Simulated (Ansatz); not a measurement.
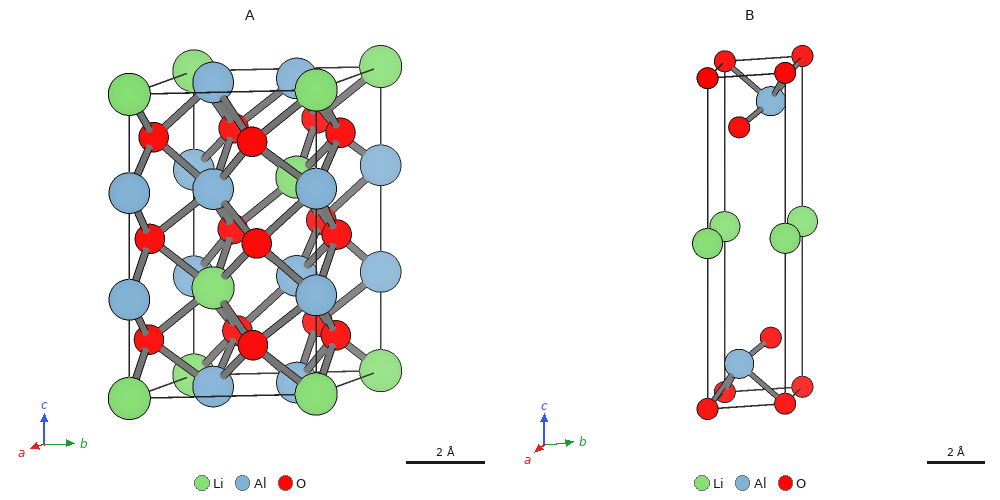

Two structures of LiAl2O3, each relaxed to rest (conventional cells in solid outline, small ones repeated, not to one scale). Method: DFT PBE, scalar-relativistic, plane waves, PAW in Ansatz 0.2.0, without spin polarisation.

### Characterise the two forms.

A: 18 atoms a cell on a rhombohedral (trigonal R) lattice, R32. B: 6 atoms a cell on a primitive hexagonal lattice, P-3m1.

### Which of the two does the method prefer?

B is lower, by 386 meV/atom at this level of theory (energies at zero smearing). Volumes: A 9.0, B 14.6 Å³/atom.

One or both may be structure types tried for this composition rather than known phases.
